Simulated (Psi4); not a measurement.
# singlet [SiH3]+: levels of theory compared

Aim: a comparison of 5 runs (B3LYP/cc-pVTZ, M06-L/cc-pVTZ, TPSS/cc-pVTZ, CCSD/cc-pVTZ, CCSD(T)/cc-pVTZ) of singlet [SiH3]+. 

The calculation is run with Psi4 1.11.

## 1. The structure to begin with

[SiH3]+ has 4 atoms, charge +1, and is taken as a singlet. SMILES of the parent species: `[SiH3]`. The shape is that of a PBE0-D4/def2-TZVP optimisation. That shape belongs to the parent species and isn't relaxed for this state.

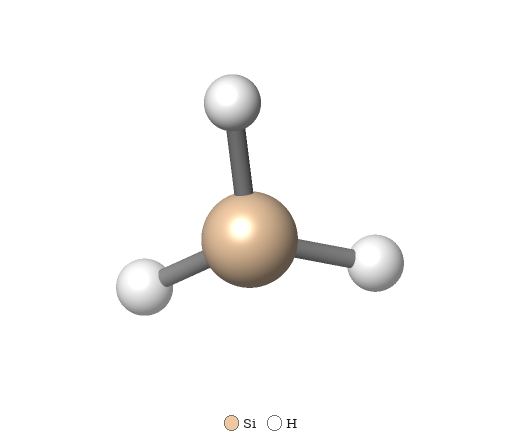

The structure, seen from a chosen angle (silicon light orange, hydrogen white).

## 2. Energy and forces at B3LYP/cc-pVTZ (run 1)

h3si.inp

```
memory 1600 mb

molecule system {
  1 1
  Si     0.293780    -0.026900    -0.164030
  H      0.559150     0.665300     1.123900
  H     -0.224040    -1.401650     0.060130
  H     -0.628890     0.763250    -1.019990
  symmetry c1
}

set globals {
  basis cc-pVTZ
  puream true
  e_convergence 1e-09
  d_convergence 1e-08
  scf_type pk
  dft_radial_points 99
  dft_spherical_points 590
}

e_tot, wfn = gradient('b3lyp', return_wfn=True)
oeprop(wfn, 'LOWDIN_CHARGES', 'QUADRUPOLE', 'WIBERG_LOWDIN_INDICES')
print_variables()
```

On the command line:

```bash
$ psi4 -n 1 h3si.inp h3si.out
```

h3si.out:

```text
[...]
  Running in c1 symmetry.
[...]
  Nuclear repulsion =   15.603296005737015
[...]
  Multiplicity = 1
[...]
  Nalpha       = 8
  Nbeta        = 8
[...]
    Number of basis functions: 76
[...]
   @RKS iter   1:  -290.92006236724484   -1.75090e-02   2.55433e-03 ADIIS/DIIS
[...]
   @RKS iter   8:  -290.93801896970814   -1.16529e-11   3.90416e-09 DIIS
[...]
    Orbital Energies [Eh]
    ---------------------
    Doubly Occupied:
       1A    -66.486894     2A     -5.625734     3A     -3.991427
       4A     -3.979733     5A     -3.979733     6A     -0.818685
       7A     -0.630849     8A     -0.630848
[...]
  @RKS Final Energy:  -290.93801896970814
   => Energetics <=
    Nuclear Repulsion Energy =             15.6032960057370147
    One-Electron Energy =                -428.3175679880766893
    Two-Electron Energy =                 139.2759666275849781
    DFT Exchange-Correlation Energy =     -17.4997136149534604
    Empirical Dispersion Energy =           0.0000000000000000
    VV10 Nonlocal Energy =                  0.0000000000000000
    Total Energy =                       -290.9380189697081391
[...]
  -Total Gradient:
     Atom            X                  Y                   Z
    ------   -----------------  -----------------  -----------------
       1        0.054671078001    -0.005006230596    -0.030526026567
       2       -0.020005184352    -0.000110790694     0.007276577753
       3       -0.017881567701     0.005492889170     0.010160804782
       4       -0.016784275106    -0.000375820869     0.013088587443
[...]
 Multipole Moments:
 ------------------------------------------------------------------------------------
     Multipole            Electronic (a.u.)      Nuclear  (a.u.)        Total (a.u.)
 ------------------------------------------------------------------------------------
 L = 1.  Multiply by 2.5417464519 to convert [e a0] to [Debye]
 Dipole X            :          1.2907147           -0.9933632            0.2973515
 Dipole Y            :         -0.1181847            0.0909574           -0.0272273
 Dipole Z            :         -0.7206743            0.5546458           -0.1660285
 Magnitude           :                                                    0.3416500
 L = 2.  Multiply by 1.3450342976 to convert [e a0^2] to [Debye ang]
 Quadrupole XX       :        -11.0937076            4.0171024           -7.0766052
 Quadrupole XY       :         -0.7291929            0.6158799           -0.1133130
[...]
```

Wall time 8.1 s (1 thread of Intel Xeon 6975P-C (Granite Rapids), shared host); peak memory 0.94 GiB.

## 3. The energy at M06-L/cc-pVTZ (run 2)

h3si.py

```python
import psi4

psi4.set_memory('1600 MB')
psi4.set_num_threads(1)
psi4.set_output_file('h3si.out', False)

m = psi4.geometry("""
1 1
Si     0.55516374    -0.05083363    -0.30997178
H      1.05664036     1.25723479     2.12386319
H     -0.42337424    -2.64873462     0.11362923
H     -1.18842986     1.44233346    -1.92750175
units bohr
symmetry c1
""")

psi4.set_options(dict(puream=True, e_convergence=1e-09, d_convergence=1e-08, scf_type='pk', dft_radial_points=99, dft_spherical_points=590))

e_tot = psi4.energy("m06-l/cc-pVTZ")
print('E =', round(e_tot, 9))
```

On the command line:

```bash
$ python h3si.py
```

h3si.out:

```text
[...]
  Running in c1 symmetry.
[...]
  Nuclear repulsion =   15.603296027937279
[...]
  Multiplicity = 1
[...]
  Nalpha       = 8
  Nbeta        = 8
[...]
    Number of basis functions: 76
[...]
   @RKS iter   1:  -290.89757700722282   -1.10882e-02   2.57051e-03 ADIIS/DIIS
[...]
   @RKS iter   9:  -290.91562239471403   -2.01226e-11   4.36907e-09 DIIS
[...]
    Orbital Energies [Eh]
    ---------------------
    Doubly Occupied:
       1A    -66.188546     2A     -5.590953     3A     -3.909299
       4A     -3.895125     5A     -3.895125     6A     -0.781951
       7A     -0.599679     8A     -0.599677
[...]
  @RKS Final Energy:  -290.91562239471403
   => Energetics <=
    Nuclear Repulsion Energy =             15.6032960279372794
    One-Electron Energy =                -428.3610515704758086
    Two-Electron Energy =                 143.5675519506088449
    DFT Exchange-Correlation Energy =     -21.7254188027843469
    Empirical Dispersion Energy =           0.0000000000000000
    VV10 Nonlocal Energy =                  0.0000000000000000
    Total Energy =                       -290.9156223947140347
[...]
 Multipole Moments:
 ------------------------------------------------------------------------------------
     Multipole            Electronic (a.u.)      Nuclear  (a.u.)        Total (a.u.)
 ------------------------------------------------------------------------------------
 L = 1.  Multiply by 2.5417464519 to convert [e a0] to [Debye]
 Dipole X            :          1.3100543           -0.9933632            0.3166911
 Dipole Y            :         -0.1199313            0.0909574           -0.0289739
 Dipole Z            :         -0.7314628            0.5546458           -0.1768170
 Magnitude           :                                                    0.3638640
[...]
```

Standard output:

```text
E = -290.915622395
```

It took 9.9 s on 1 thread of Intel Xeon 6975P-C (Granite Rapids), shared host; peak memory 1.1 GiB.

Runs 3 to 4 aren't shown in full; the table further down has their settings and results.

## 4. The energy at CCSD(T)/cc-pVTZ (run 5)

h3si.in

```
memory 1600 mb

molecule {
  1 1
  Si
  H 1 1.486044
  H 1 1.486043 2 111.24813
  H 1 1.486043 3 111.24925 2 -124.63993
  symmetry c1
  no_reorient
  no_com
}

set {
  basis cc-pVTZ
  puream true
  e_convergence 1e-09
  d_convergence 1e-08
  scf_type pk
  num_frozen_docc 5
}

energy_value, wavefunction = energy("ccsd(t)", return_wfn=True)
```

On the command line:

```bash
$ psi4 -i h3si.in -o h3si.out -n 1
```

h3si.out:

```text
[...]
  Running in c1 symmetry.
[...]
  Nuclear repulsion =   15.603294462605398
[...]
  Multiplicity = 1
[...]
  Nalpha       = 8
  Nbeta        = 8
[...]
    Number of basis functions: 76
[...]
   @RHF iter   1:  -290.29180128469653   -1.84987e-01   2.46545e-03 ADIIS/DIIS
[...]
   @RHF iter   9:  -290.33036540740881   -1.98952e-12   1.94760e-09 DIIS
[...]
    Orbital Energies [Eh]
    ---------------------
    Doubly Occupied:
       1A    -69.127066     2A     -6.470228     3A     -4.575928
       4A     -4.573208     5A     -4.573208     6A     -0.982663
       7A     -0.758313     8A     -0.758311
[...]
  @RHF Final Energy:  -290.33036540740881
   => Energetics <=
    Nuclear Repulsion Energy =             15.6032944626053975
    One-Electron Energy =                -428.2294715470472966
    Two-Electron Energy =                 122.2958116770330719
    Total Energy =                       -290.3303654074088627
[...]
 Multipole Moments:
 ------------------------------------------------------------------------------------
     Multipole            Electronic (a.u.)      Nuclear  (a.u.)        Total (a.u.)
 ------------------------------------------------------------------------------------
 L = 1.  Multiply by 2.5417464519 to convert [e a0] to [Debye]
 Dipole X            :         -1.3299050            0.9632563           -0.3666488
 Dipole Y            :         -0.6976211            0.5052899           -0.1923313
 Dipole Z            :         -0.4772607            0.3456811           -0.1315796
 Magnitude           :                                                    0.4344374
[...]
      * MP2 total energy                      = -290.435658024720794
[...]
      * CCSD total energy                     = -290.460960297422787
[...]
      * CCSD(T) total energy                  = -290.463452161328689
[...]
```

Wall time 6 s (1 thread of Intel Xeon 6975P-C (Granite Rapids), shared host); peak memory 0.51 GiB.

## 5. Overview of the runs

```tsv
run	level	task	frozen core orbitals	energy (Eh)	HOMO energy (eV)	LUMO energy (eV)	HOMO–LUMO gap (eV)	wall time
1	B3LYP/cc-pVTZ	gradient	0	-290.938019	-17.17	-11.56	5.60	8.1 s
2	M06-L/cc-pVTZ	energy	0	-290.915622	-16.32	-11.97	4.35	9.9 s
3	TPSS/cc-pVTZ	gradient	0	-290.942344	-16.30	-12.05	4.24	14 s
4	CCSD/cc-pVTZ	energy	5	-290.460960	-20.63	-7.71	12.93	5.7 s
5	CCSD(T)/cc-pVTZ	energy	5	-290.463452	-20.63	-7.71	12.93	6 s
```

## 6. Outcome

```
                                          quantity          value
                               run 5: total energy  -290.46345 Eh
        run 5: HOMO energy (Hartree–Fock orbitals)      -20.63 eV
        run 5: LUMO energy (Hartree–Fock orbitals)       -7.71 eV
      run 5: HOMO–LUMO gap (Hartree–Fock orbitals)       12.93 eV
run 5: correlation energy (5 core orbitals frozen)     -133.1 mEh
                             run 5: (T) correction      -2.49 mEh
                              run 5: T1 diagnostic          0.011
```

What this shows: Over runs 1, 2, 3 the HOMO–LUMO gap runs from 4.24 eV (TPSS/cc-pVTZ) to 5.60 eV (B3LYP/cc-pVTZ). Totals of different functionals can't be ranked against each other. All runs together took 44 s, the longest 14 s.
